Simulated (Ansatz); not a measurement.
```sh
ansatz run in.yaml --threads 2 --pin off --events-out ev --progress --plain --max-ram 3481MiB
```

```yaml
crystal:
  periodic: [false, false, false]
  atoms:
    - {symbol: O, position_ang: [0.131441, 0.244071, -1.388402]}
    - {symbol: C, position_ang: [0.667258, 0.405092, -0.048115]}
    - {symbol: Al, position_ang: [-0.258233, -0.714022, 1.250322]}
    - {symbol: H, position_ang: [0.159818, 0.972212, -2.035058]}
    - {symbol: H, position_ang: [-0.729024, -0.219573, -1.365956]}
    - {symbol: H, position_ang: [0.634036, 1.438734, 0.190608]}
    - {symbol: H, position_ang: [1.746371, 0.138772, -0.146336]}
    - {symbol: H, position_ang: [0.136829, -0.735389, 2.771089]}
    - {symbol: H, position_ang: [-1.603233, -1.270908, 0.526523]}
basis:
  gaussian: {orbitals: def2-TZVPP}
total_charge: 1
correlation: {method: ccsd_t}
output: {forces: true}
```

Geometry: a frame of the PBE0-D4/def2-SVP trajectory.

Describe the molecule in this file.

It has 9 atoms: 1 carbon, 6 hydrogen, 1 aluminium and 1 oxygen (CH6AlO(+)). SMILES: `[OH2+][CH2][AlH2]`. Coordination, clear cases only: 1 C tetrahedral; 1 Al trigonal planar.

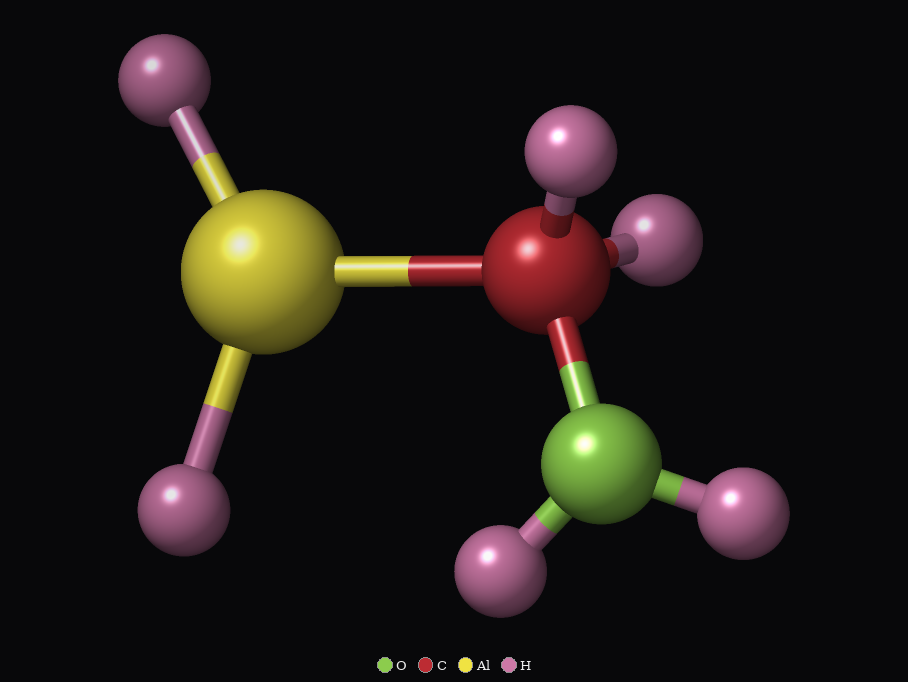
